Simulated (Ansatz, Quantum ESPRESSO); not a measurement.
# Zr2CO2 MXene, 1 layer in a field-effect set-up, part 2 of 8

How rigid are the bands of Zr2CO2 MXene, 1 layer under field-effect doping?

Quantum ESPRESSO 7.5; plane-wave DFT, LDA, GBRV ultrasoft pseudopotentials; geometry by Ansatz 0.2.0 with PAW datasets.

So far: Set-up; Relaxation with Ansatz.

### Step 3. SCF with pw.x: neutral sheet, no gate

The neutral sheet is the reference for densities and bands.

Level of this step: plane-wave DFT, LDA, GBRV ultrasoft pseudopotentials (Quantum ESPRESSO 7.5).

g0.in

```
&control
  prefix = 'g0'
  outdir = './out'
  pseudo_dir = './pseudo'
  calculation = 'scf'
  tprnfor = .true.
  tefield = .true.
  dipfield = .true.
/
&system
  ibrav = 0
  nat = 5
  ntyp = 3
  ecutwfc = 40
  ecutrho = 200
  occupations = 'smearing'
  smearing = 'fd'
  degauss = 0.004
  edir = 3
  emaxpos = 0.20319
  eopreg = 0.01
  eamp = 0.0
  nbnd = 26
/
&electrons
  conv_thr = 1e-07
  mixing_beta = 0.4
  electron_maxstep = 120
  mixing_mode = 'local-TF'
/
ATOMIC_SPECIES
  O   15.9990  o_lda_v1.2.uspp.F.UPF
  Zr  91.2240  zr_lda_v1.uspp.F.UPF
  C   12.0110  c_lda_v1.2.uspp.F.UPF
CELL_PARAMETERS angstrom
  3.30646442790344 0.00000000000000 0.00000000000000
  -1.65323221395172 2.86348219127396 -0.00000000000000
  0.00000000000000 -0.00000000000000 26.95294679560000
ATOMIC_POSITIONS crystal
  O   0.333333333333 0.666666666667 0.414028247338
  Zr  0.666666666667 0.333333333333 0.448126982311
  C   -0.000000000000 -0.000000000000 0.499999872189
  Zr  0.333333333333 0.666666666667 0.551873119833
  O   0.666666666667 0.333333333333 0.585971778329
K_POINTS automatic
  12 12 1 0 0 0
```

Command:

```sh
$ OMP_NUM_THREADS=1 mpirun -n 4 pw.x -nk 4 -in g0.in > g0.out
```

The program printed:

```text
Program PWSCF v.7.5 starts
[citation notice left out]

     Parallel version (MPI & OpenMP), running on       4 processor cores
     Number of MPI processes:                 4
     Threads/MPI process:                     1

     MPI processes distributed on     1 nodes
[...]
Current dimensions of program PWSCF are:
     Max number of different atomic species (ntypx) = 10
     Max number of k-points (npk) =  40000
     Max angular momentum in pseudopotentials (lmaxx) =  4
     Presently no symmetry can be used with electric field

     K-points division:     npool     =       4
     Subspace diagonalization in iterative solution of the eigenvalue problem:
     a serial algorithm will be used

     G-vector sticks info
     --------------------
     sticks:   dense  smooth     PW     G-vecs:    dense   smooth      PW
     Sum         547     433    151                82111    59053   11501

     Using Slab Decomposition

     bravais-lattice index     =            0
     lattice parameter (alat)  =       6.2483  a.u.
     unit-cell volume          =    1722.1112 (a.u.)^3
     number of atoms/cell      =            5
     number of atomic types    =            3
     number of electrons       =        40.00
     number of Kohn-Sham states=           26
     kinetic-energy cutoff     =      40.0000  Ry
     charge density cutoff     =     200.0000  Ry
     scf convergence threshold =      1.0E-07
     mixing beta               =       0.4000
     number of iterations used =            8  local-TF  mixing
     Exchange-correlation= SLA  PZ   NOGX NOGC
                           (   1   1   0   0   0   0   0)

     celldm(1)=   6.248312  celldm(2)=   0.000000  celldm(3)=   0.000000
     celldm(4)=   0.000000  celldm(5)=   0.000000  celldm(6)=   0.000000

     crystal axes: (cart. coord. in units of alat)
               a(1) = (   1.000000   0.000000   0.000000 )
               a(2) = (  -0.500000   0.866025  -0.000000 )
               a(3) = (   0.000000  -0.000000   8.151591 )

     reciprocal axes: (cart. coord. in units 2 pi/alat)
               b(1) = (  1.000000  0.577350  0.000000 )
               b(2) = ( -0.000000  1.154701  0.000000 )
               b(3) = ( -0.000000  0.000000  0.122675 )

     PseudoPot. # 1 for O  read from file:
     ./pseudo/o_lda_v1.2.uspp.F.UPF
     Pseudo is Ultrasoft + core correction, Zval =  6.0
     Generated by new atomic code, or converted to UPF format
     Using radial grid of  737 points,  5 beta functions with:
                l(1) =   0
                l(2) =   0
                l(3) =   1
                l(4) =   1
                l(5) =   2
     Q(r) pseudized with  8 coefficients,  rinner =    0.900   0.900   0.900
                                                       0.900   0.900

     PseudoPot. # 2 for Zr read from file:
     ./pseudo/zr_lda_v1.uspp.F.UPF
     Pseudo is Ultrasoft + core correction, Zval = 12.0
     Generated by new atomic code, or converted to UPF format
     Using radial grid of  887 points,  6 beta functions with:
                l(1) =   0
                l(2) =   0
                l(3) =   1
                l(4) =   1
                l(5) =   2
                l(6) =   2
     Q(r) pseudized with  6 coefficients,  rinner =    1.200   1.200   1.200
                                                       1.200   1.200

     PseudoPot. # 3 for C  read from file:
     ./pseudo/c_lda_v1.2.uspp.F.UPF
     Pseudo is Ultrasoft + core correction, Zval =  4.0
     Generated by new atomic code, or converted to UPF format
     Using radial grid of  721 points,  4 beta functions with:
                l(1) =   0
                l(2) =   0
                l(3) =   1
                l(4) =   1
     Q(r) pseudized with  8 coefficients,  rinner =    1.100   1.100   1.100

     atomic species   valence    mass     pseudopotential
     O                 6.00    15.99900     O ( 1.00)
     Zr               12.00    91.22400     Zr( 1.00)
     C                 4.00    12.01100     C ( 1.00)

     No symmetry found

   Cartesian axes

     site n.     atom                  positions (alat units)
         1        O      tau(   1) = (  -0.0000000   0.5773503   3.3749891  )
         2        Zr     tau(   2) = (   0.5000000   0.2886751   3.6529480  )
         3        C      tau(   3) = (   0.0000000  -0.0000000   4.0757946  )
         4        Zr     tau(   4) = (  -0.0000000   0.5773503   4.4986441  )
         5        O      tau(   5) = (   0.5000000   0.2886751   4.7766025  )

     number of k points=    74  Fermi-Dirac smearing, width (Ry)=  0.0040
                       cart. coord. in units 2pi/alat
        k(    1) = (   0.0000000   0.0000000   0.0000000), wk =   0.0138889
        k(    2) = (   0.0000000   0.0962250   0.0000000), wk =   0.0277778
        k(    3) = (   0.0000000   0.1924501   0.0000000), wk =   0.0277778
        k(    4) = (   0.0000000   0.2886751   0.0000000), wk =   0.0277778
        k(    5) = (   0.0000000   0.3849002   0.0000000), wk =   0.0277778
        k(    6) = (   0.0000000   0.4811252   0.0000000), wk =   0.0277778
        k(    7) = (   0.0000000  -0.5773503   0.0000000), wk =   0.0138889
        k(    8) = (   0.0833333   0.0481125   0.0000000), wk =   0.0277778
        k(    9) = (   0.0833333   0.1443376   0.0000000), wk =   0.0277778
        k(   10) = (   0.0833333   0.2405626   0.0000000), wk =   0.0277778
[...]
k(   74) = (  -0.5000000  -0.8660254   0.0000000), wk =   0.0138889

     Dense  grid:    82111 G-vectors     FFT dimensions: (  30,  30, 240)

     Smooth grid:    59053 G-vectors     FFT dimensions: (  25,  25, 216)

     Estimated max dynamical RAM per process >     183.60 MB

     Estimated total dynamical RAM >     674.24 MB

     Initial potential from superposition of free atoms

     starting charge      39.9964, renormalised to      40.0000

     negative rho (up, down):  1.176E-01 0.000E+00

     Adding external electric field

     Computed dipole along edir(3) :
        Dipole                0.0000 Ry au,          0.0000 Debye
        Dipole field          0.0000 Ry au,

        Potential amp.       -0.0000 Ry
        Total length         50.4244 bohr

     Starting wfcs are   38 randomized atomic wfcs

     total cpu time spent up to now is        2.9 secs

     per-process dynamical memory:   114.4 Mb

     Self-consistent Calculation

     iteration #  1     ecut=    40.00 Ry     beta= 0.40
     Davidson diagonalization with overlap
     ethr =  1.00E-02,  avg # of iterations =  2.0

[...]
total energy              =    -275.23037003 Ry
     estimated scf accuracy    <       0.00358615 Ry

     iteration # 13     ecut=    40.00 Ry     beta= 0.40
[...]
negative rho (up, down):  1.282E-01 0.000E+00

[...]
Dipole               -0.1280 Ry au,         -0.3253 Debye
[...]
total energy              =    -275.23008677 Ry
     estimated scf accuracy    <       0.00438532 Ry

     iteration # 14     ecut=    40.00 Ry     beta= 0.40
[...]
negative rho (up, down):  1.315E-01 0.000E+00

[...]
Dipole               -0.0677 Ry au,         -0.1721 Debye
[...]
total energy              =    -275.23057605 Ry
     estimated scf accuracy    <       0.00122890 Ry

[...]
iteration # 17     ecut=    40.00 Ry     beta= 0.40
[...]
negative rho (up, down):  1.297E-01 0.000E+00

[...]
Dipole               -0.0146 Ry au,         -0.0372 Debye
[...]
total energy              =    -275.23047142 Ry
     estimated scf accuracy    <       0.00008261 Ry

     iteration # 18     ecut=    40.00 Ry     beta= 0.40
[...]
negative rho (up, down):  1.273E-01 0.000E+00

[...]
Dipole               -0.0003 Ry au,         -0.0006 Debye
[...]
total energy              =    -275.23042952 Ry
     estimated scf accuracy    <       0.00005754 Ry

     iteration # 19     ecut=    40.00 Ry     beta= 0.40
[...]
negative rho (up, down):  1.266E-01 0.000E+00

[...]
Dipole                0.0036 Ry au,          0.0091 Debye
[...]
total energy              =    -275.23042478 Ry
     estimated scf accuracy    <       0.00002663 Ry

     iteration # 20     ecut=    40.00 Ry     beta= 0.40
[...]
negative rho (up, down):  1.254E-01 0.000E+00

[...]
Dipole                0.0034 Ry au,          0.0086 Debye
[...]
total energy              =    -275.23041651 Ry
     estimated scf accuracy    <       0.00001407 Ry

     iteration # 21     ecut=    40.00 Ry     beta= 0.40
[...]
negative rho (up, down):  1.253E-01 0.000E+00

[...]
Dipole                0.0024 Ry au,          0.0061 Debye
[...]
total energy              =    -275.23041633 Ry
     estimated scf accuracy    <       0.00000259 Ry

     iteration # 22     ecut=    40.00 Ry     beta= 0.40
[...]
negative rho (up, down):  1.252E-01 0.000E+00

[...]
Dipole               -0.0010 Ry au,         -0.0025 Debye
[...]
total energy              =    -275.23041520 Ry
     estimated scf accuracy    <       0.00000145 Ry

     iteration # 23     ecut=    40.00 Ry     beta= 0.40
[...]
negative rho (up, down):  1.252E-01 0.000E+00

[...]
Dipole               -0.0009 Ry au,         -0.0022 Debye
[...]
total energy              =    -275.23041548 Ry
     estimated scf accuracy    <       0.00000010 Ry

     iteration # 24     ecut=    40.00 Ry     beta= 0.40
[...]
negative rho (up, down):  1.253E-01 0.000E+00

[...]
Dipole               -0.0000 Ry au,         -0.0001 Debye
[...]
End of self-consistent calculation

          k = 0.0000 0.0000 0.0000 (  7375 PWs)   bands (ev):

   -49.7977 -49.7583 -28.2153 -27.8724 -27.6115 -27.6115 -27.5813 -27.5813
   -19.0041 -18.9160 -10.6076  -6.3736  -6.1054  -6.1054  -5.7884  -5.7884
    -5.3377  -2.3550  -1.1584  -1.1584   0.6098   0.6098   1.0758   2.0117
     2.0117   3.0463

          k = 0.0000 0.0962 0.0000 (  7377 PWs)   bands (ev):

   -49.7918 -49.7535 -28.1974 -27.8855 -27.6580 -27.6442 -27.6255 -27.5899
   -18.9574 -18.8817 -10.6183  -6.3429  -6.0714  -6.0372  -5.8370  -5.7385
    -5.2257  -2.2266  -1.7039  -1.4226   0.6151   0.9357   1.1567   2.0511
     2.1902   2.9323

          k = 0.0000 0.1925 0.0000 (  7369 PWs)   bands (ev):

   -49.7754 -49.7405 -28.1471 -27.9662 -27.8243 -27.7226 -27.6622 -27.6149
   -18.8438 -18.7977 -10.6117  -6.3542  -5.9567  -5.8582  -5.7871  -5.6104
    -4.9889  -2.6957  -2.0575  -1.8577   0.3049   1.4618   1.5763   2.3029
     2.4419   2.8326

          k = 0.0000 0.2887 0.0000 (  7357 PWs)   bands (ev):

   -49.7525 -49.7230 -28.1480 -28.0782 -28.0446 -27.7430 -27.7099 -27.6505
   -18.7199 -18.7048 -10.5163  -6.4230  -5.8488  -5.6405  -5.4720  -5.4556
    -4.9030  -3.4115  -2.2208  -2.1588   0.0806   1.8497   1.9337   2.6617
     2.8283   2.8313

          k = 0.0000 0.3849 0.0000 (  7375 PWs)   bands (ev):

   -49.7289 -49.7061 -28.3475 -28.2606 -27.9919 -27.7562 -27.7443 -27.6869
   -18.6402 -18.6248 -10.3071  -6.4570  -5.9792  -5.4819  -5.3127  -5.1153
    -4.9332  -3.6375  -2.4868  -2.2549  -0.0796   2.0243   2.2845   2.7692
     2.8922   3.2585

          k = 0.0000 0.4811 0.0000 (  7381 PWs)   bands (ev):

   -49.7106 -49.6944 -28.4935 -28.4071 -27.9230 -27.7893 -27.7497 -27.7136
   -18.6071 -18.5745 -10.0546  -6.6582  -6.1707  -5.4222  -5.2049  -4.8664
    -4.7144  -3.8291  -2.5270  -2.2158  -0.2064   1.9525   2.7648   2.7903
     2.9394   3.4119

[...]
the Fermi energy is    -0.7349 ev

!    total energy              =    -275.23041548 Ry
     estimated scf accuracy    <       0.00000003 Ry
     smearing contrib. (-TS)   =      -0.00000092 Ry
     internal energy E=F+TS    =    -275.23041456 Ry

     The total energy is F=E-TS. E is the sum of the following terms:
     one-electron contribution =   -3098.76576088 Ry
     hartree contribution      =    1550.88342824 Ry
     xc contribution           =     -53.39609957 Ry
     ewald contribution        =    1326.04801765 Ry
     electric field correction =       0.00000000 Ry

     convergence has been achieved in  24 iterations

     negative rho (up, down):  1.253E-01 0.000E+00

     Forces acting on atoms (cartesian axes, Ry/au):

     atom    1 type  1   force =     0.00000003    0.00000003    0.02347108
     atom    2 type  2   force =    -0.00000013   -0.00000010   -0.00190166
     atom    3 type  3   force =     0.00000004    0.00000004    0.00000260
     atom    4 type  2   force =     0.00000002    0.00000002    0.00191062
     atom    5 type  1   force =     0.00000005    0.00000002   -0.02348264

     Total force =     0.033311     Total SCF correction =     0.000455

[...]
=------------------------------------------------------------------------------=
   JOB DONE.
=------------------------------------------------------------------------------=
[key lines of the parts left out:]
Dipole field         -0.0000 Ry au,
```

The job ended after 2 min (4 MPI ranks of Arm Neoverse V2, shared host; peak memory 0.87 GiB; 8.2 min of CPU time).

Numbers from this step:

```
free energy                          : -3744.7006 eV
Fermi energy                         : -0.7349 eV
dipole along the normal              : -2.08e-5 e·Å
valence top, on the run's zero       : -1.158 eV
conduction bottom, on the run's zero : -0.2539 eV
gap by band count                    : 0.9045 eV
```

The run needed 24 iterations to bring the estimated error under 1e-07 Ry.

### Step 4. Density by pp.x

plot_num = 0 writes the valence density.

g0.rho.in

```
&inputpp
  prefix = 'g0'
  outdir = './out'
  filplot = 'g0.rho.dat'
  plot_num = 0
/
```

Command:

```sh
$ OMP_NUM_THREADS=1 mpirun -n 4 pp.x -in g0.rho.in > g0.rho.out
```

The program printed:

```text
[banner, memory and clock lines left out]
Program POST-PROC v.7.5 starts

          URL

     ./out/g0.save/

     IMPORTANT: XC functional enforced from input :
     Exchange-correlation= PZ
                           (   1   1   0   0   0   0   0)
     Any further DFT definition will be discarded
     Please, verify this is what you really want

     negative rho (up, down):  1.253E-01 0.000E+00

     Adding external electric field

     Computed dipole along edir(3) :
        Dipole               -0.0000 Ry au,         -0.0001 Debye
        Dipole field         -0.0000 Ry au,

        Potential amp.        0.0000 Ry
        Total length         50.4244 bohr

     Calling punch_plot, plot_num =   0
     Writing data to file  g0.rho.dat
     Message from routine chdens:
     namelist plot not found or invalid, exiting
```

Wall time 0.96 s (4 MPI ranks); peak memory 0.1 GiB; 3.5 s of CPU time.

Numbers from this step:

| Property | Result |
| --- | --- |
| electrons by integration | 40.00 e |

Mean over planes. Valence density, planar mean against z:

```csv
z (Å),"valence density, planar mean (e/Å³)"
7.5,5.6e-6
10.0,0.0293
12.5,0.779
15.0,0.913
17.5,0.00429
20.0,1.9e-6
```

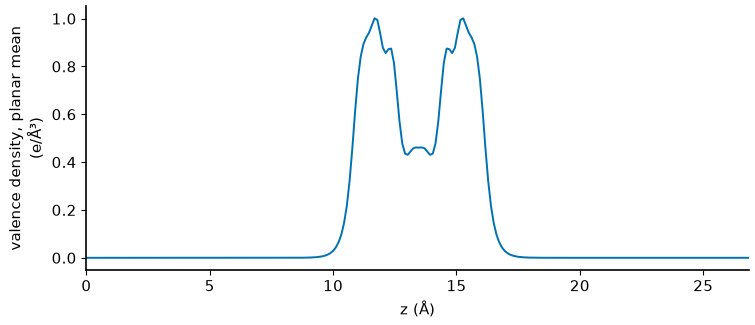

Valence density, planar mean against z.

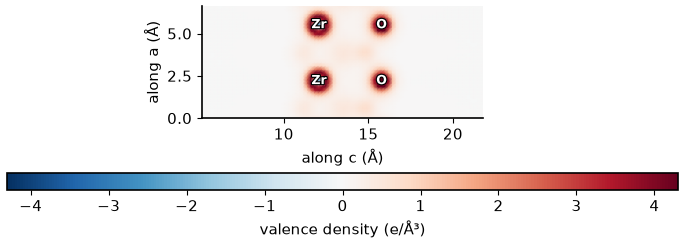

Valence density in the ca plane at fractional y = 0.333, with atoms of Zr and O within 0.2 Å of it. It is the smooth field of the valence electrons, not physical close to the nuclei. The far vacuum is left out of the map.

### Step 5. Potential by pp.x

The neutral sheet's potential is written as the reference.

g0.pot.in

```
&inputpp
  prefix = 'g0'
  outdir = './out'
  filplot = 'g0.pot.dat'
  plot_num = 11
/
```

Command:

```sh
$ OMP_NUM_THREADS=1 mpirun -n 4 pp.x -in g0.pot.in > g0.pot.out
```

Run time: 0.95 s. Hardware: 4 MPI ranks; peak memory 0.11 GiB; 3.5 s of CPU time.

[end of part 2 of 8]

[Logs are printed without paths, hosts, clocks, repeated set-up lines and the standing remarks that a program may print on its own settings, such as how far it seeks lower states.]

[Hosts, paths, dates, database ids (printed as entryN), source tags and the programs' standing remarks are cut or masked in the printed files.]

[Maps of the electrostatic potential energy from Ansatz leave out the sawtooth potential of an applied field or a dipole correction, so their vacuum need not be flat; planar profiles and work functions include it.]
